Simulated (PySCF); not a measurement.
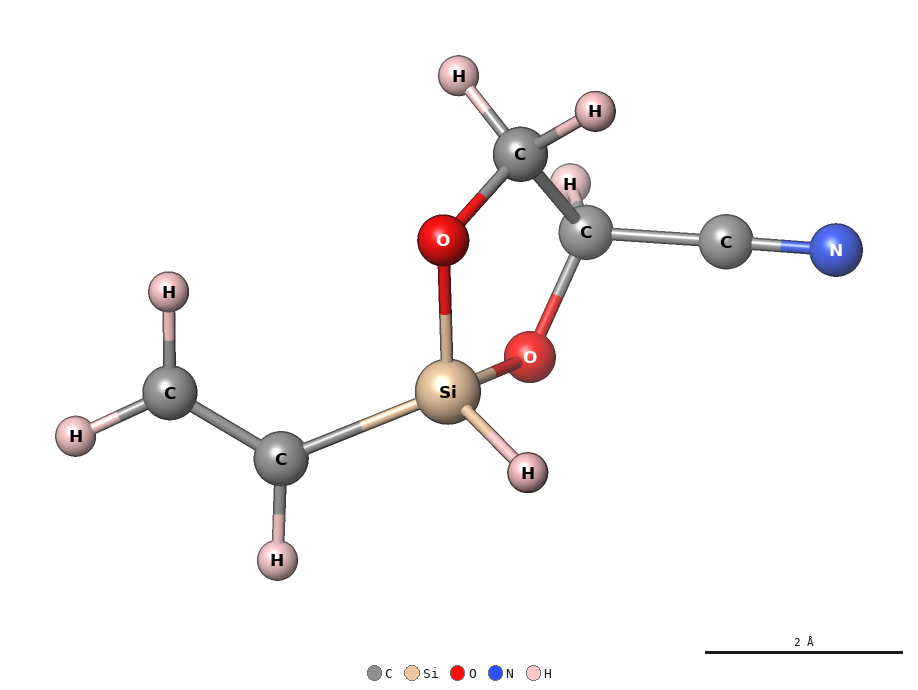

Atoms fade into the background with distance from the viewer. The computed structure is the end point of a GFN2-xTB optimisation. No frequency run is at hand to confirm it as a minimum. Masses are those of the most abundant isotopes; constants are for the rigid equilibrium geometry.

What kind of rotor is it, and what are its rotational constants in cm⁻¹?

Answer. An asymmetric top (C1): A = 0.129, B = 0.0284, C = 0.0262 cm⁻¹. Ray's parameter κ is −0.96, close to the prolate limit.
